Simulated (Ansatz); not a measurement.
# ClFH4O3Zr: what the fields show

```xyz
10

Zr   -0.0243   -0.0531    0.1806
Cl    0.0206   -0.0277    2.7031
O     1.6617   -0.4006   -0.6950
H     2.4183   -0.5763   -1.2724
O    -1.1322    1.2717   -0.6881
H    -1.5078    1.9609   -1.2548
O    -1.0166   -1.6912   -0.0293
H    -1.5407   -2.4940   -0.1556
F     1.1502    1.9248    1.0715
H     0.9474    1.5564    1.9578
```

Core potentials replace the inner electrons of Zr.

Level of theory: Ansatz, RKS BLYP-D4/def2-SVP.

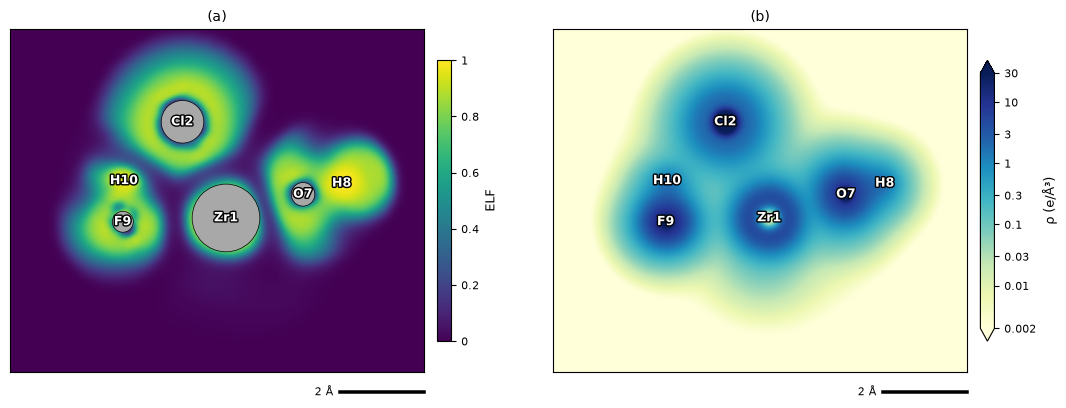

Figure 1. (a) ELF; (b) electron density on the plane of atoms Cl2, Zr1 and F9. Grey discs cover the atomic cores in the ELF map.

Question: Read the bonding off the picture.

Answer:
- The section cuts through Zr, Cl, O, H and F sites.
- Zr–O (1.93 Å): ρ at the midpoint is about 0.87 e/Å³; the ELF peaks at about 0.80 in the valence shell of O, 0.5 Å from its nucleus, and drops to about 0.20 between the two atoms.
- Zr–F (2.47 Å): ρ is about 0.22 e/Å³ halfway; the ELF is about 0.05 at the midpoint.
- Zr–Cl (2.52 Å): ρ is about 0.4 e/Å³ halfway; the ELF peaks at about 0.85 in the valence shell of Cl, 0.9 Å from its nucleus, and is about 0.30 at the midpoint.
- O–H (0.97 Å): ρ at the midpoint is about 3.6 e/Å³; the ELF climbs to about 1 towards the hydrogen, as it does in any bond to H (a covalent bond by its length).
- F–H (0.98 Å): ρ is about 4.1 e/Å³ halfway; the ELF climbs to about 0.95 towards the hydrogen: an ordinary covalent bond to hydrogen.

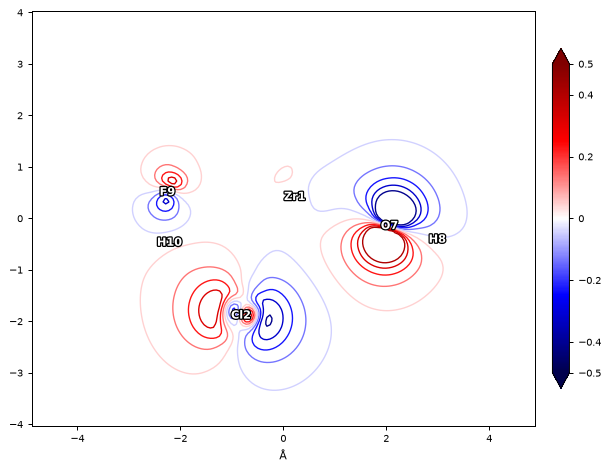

Figure 2. The HOMO−1 on the plane of atoms Cl2, Zr1 and O7 (values in Å⁻³ᐟ²; the overall sign is arbitrary).

Question: Describe this orbital and give its energy.

Answer: Its weight (Hirshfeld) is mainly on O7 (about 35 %), Cl2 (about 25 %), O3 (about 20 %) and O5 (about 10 %); largely a combination of lone pairs on O7, Cl2, O3 and O5. Its energy is −6.84 eV.

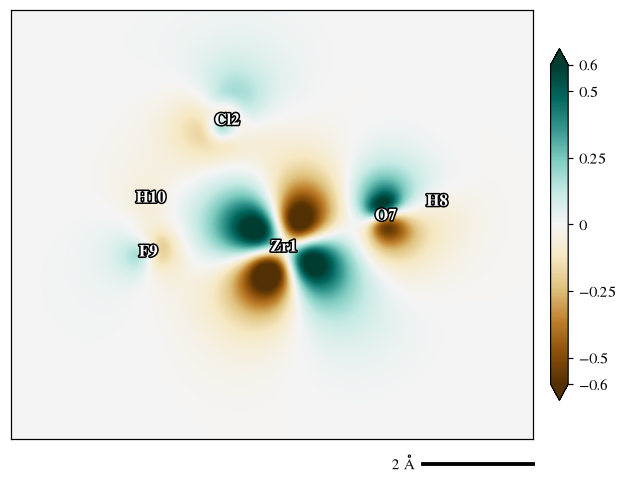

Figure 3. The LUMO on the plane of atoms Cl2, Zr1 and F9 (values in Å⁻³ᐟ²; the overall sign is arbitrary).

Question: What is the character of this orbital?

Answer: By Hirshfeld shares it lies mainly on Zr1 (about 70 %) and O7 (about 10 %). Its energy is −0.91 eV.
